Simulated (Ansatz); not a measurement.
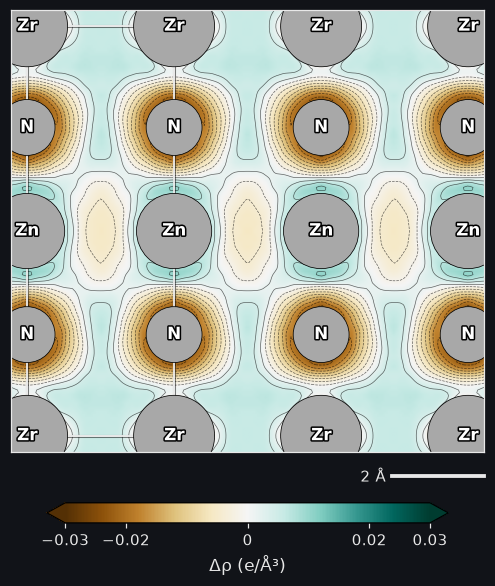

Zr$_{3}$ZnN$_{3}$. Difference of the valence pseudo-densities of two functionals at the same geometry, on the (100) plane of the calculation cell: one of PBE and r2SCAN less the other.

Both computed with Ansatz (plane waves, PAW), on the same k-point mesh. Grey discs cover the atomic cores.

Which was subtracted from which, and what does the map show?

Answer. It is PBE less r2SCAN. Against r2SCAN, PBE gives more density around Zr (+0.004 e/Å³ on average at 1.2 Å from the nucleus), more density around Zn (+0.005 e/Å³ on average at 1.0 Å from the nucleus), less density around N (−0.016 e/Å³ on average at 0.8 Å from the nucleus), less density in the space between the atoms (−0.002 e/Å³ on average) and a change of +0.006 e/Å³ at the midpoint of Zr–Zr.
